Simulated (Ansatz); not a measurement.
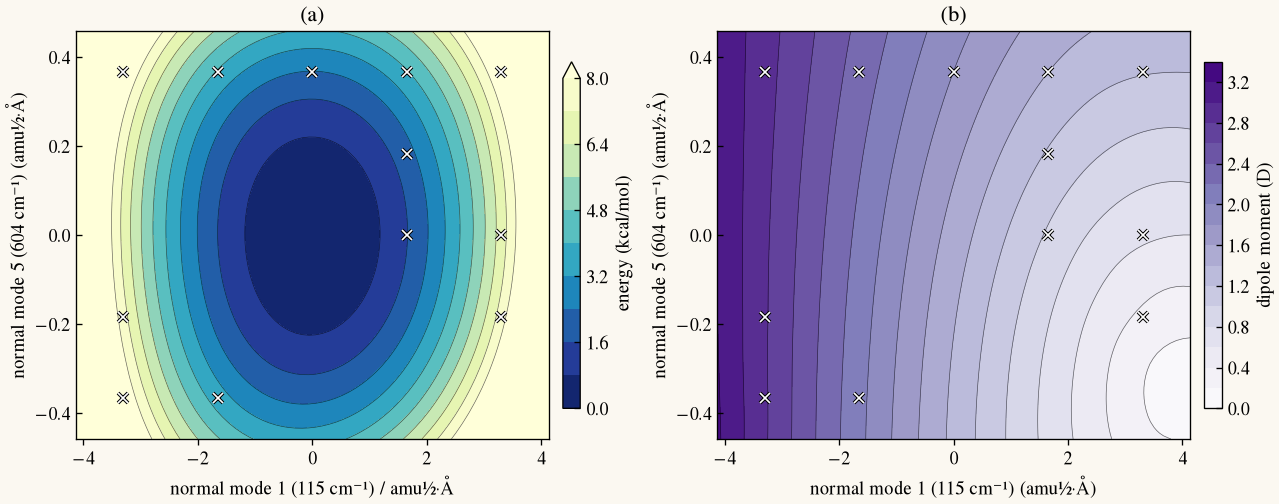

ClGaHS, SMILES [S][GaH][Cl], spin multiplicity 2. First axis: normal mode 1 (115 cm⁻¹). Second axis: normal mode 5 (604 cm⁻¹). Nothing is relaxed (straight displacements along the two mass-weighted modes). Grid: 11 × 11 points. At 12 points there is no value. Points are written as (first, second). Energies are in kcal/mol, from the lowest grid point. The calculation used Ansatz, UKS CAM-B3LYP-D4/def2-SVP.

Panel (a) is the energy and panel (b) the computed dipole moment on the same grid.

The picture shows filled contours, crosses at grid points without a value, one colour for all values above the top of the scale. Between grid points the surface is interpolated.

Question: How does the dipole moment vary over the map, and what is it at the lowest grid point?

Answer: Leaving out the highest fifth of the energies, it runs from 0.21 D at (3.31 amu½·Å, −0.366 amu½·Å) to 2.89 D at (−3.31 amu½·Å, 0.458 amu½·Å). At the lowest grid point, (0.00 amu½·Å, 0.000 amu½·Å), it is 1.52 D.
